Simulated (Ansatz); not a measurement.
The parent structure is CdSe in the zinc blende structure (space group F-43m, No. 216; a = 6.007 Å).

Modification: an isotropic linear strain of −2.50 %, atoms relaxed at fixed cell.

Computed with LDA (Ansatz, an electronic-structure program, PAW, no SOC).

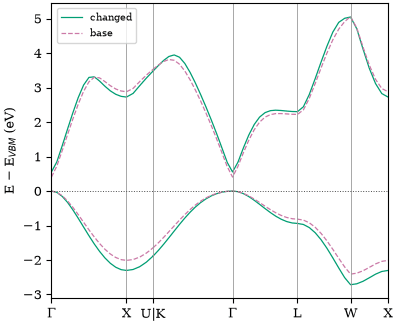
Highest valence and lowest conduction band along the path, each from its own valence-band maximum

Task: Read the changed gap and its character from the plot.

Result: About 0.6 eV, direct at Γ.

Stability against distortions was not tested.
